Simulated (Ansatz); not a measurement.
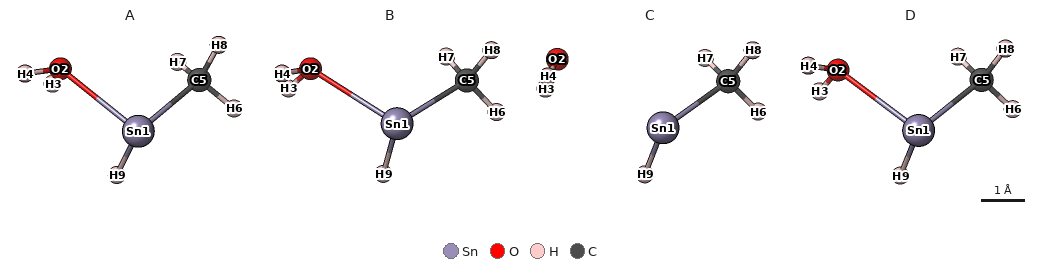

4 geometries from one relaxation of CH6OSn, in shuffled order. Style: ball-and-stick. Shown face on.

The run prepares an end point of a later path (reaction) calculation, from a guessed geometry.

Theory: RKS B3LYP-D4/def2-SVP in Ansatz. Settings: no spin polarisation; force threshold 0.03 eV/Å; at most 50 steps.

Order the frames from highest to lowest energy.

C, B, D, A. They are steps 0, 2, 4, 14, at +7.47 kcal/mol, +3.88 kcal/mol, +0.42 kcal/mol relative to the last. The largest moves after the best rigid fit, 0.64 Å, are those of O2 and H3. Largest moves by element: H 0.64 Å, O 0.64 Å, C 0.21 Å, Sn 0.14 Å. Some distances before and after: Sn1–O2 3.142 → 2.482 Å, O2–H4 0.987 → 0.968 Å, Sn1–C5 2.219 → 2.234 Å, Sn1–H9 1.802 → 1.812 Å. New bonds form, among them: Sn1–O2 (3.14 → 2.48 Å). Among the angles between lasting bonds that change: Sn1–C5–H7 107.2° → 111.0°. The energy falls by 7.47 kcal/mol in 13 accepted moves (14 points after the start). Largest force component: 0.93 eV/Å at the start, 0.028 eV/Å at the end. The line search rejected the trial step at point 13 of the run. The run took 21 s on 2 threads of Intel(R) Xeon(R) 6975P-C (Granite Rapids) (shared host), peak memory 0.19 GiB.

Limits of the set-up: the start holds two separate molecules, 2.9 Å apart at their closest, whose relative position is a soft coordinate.
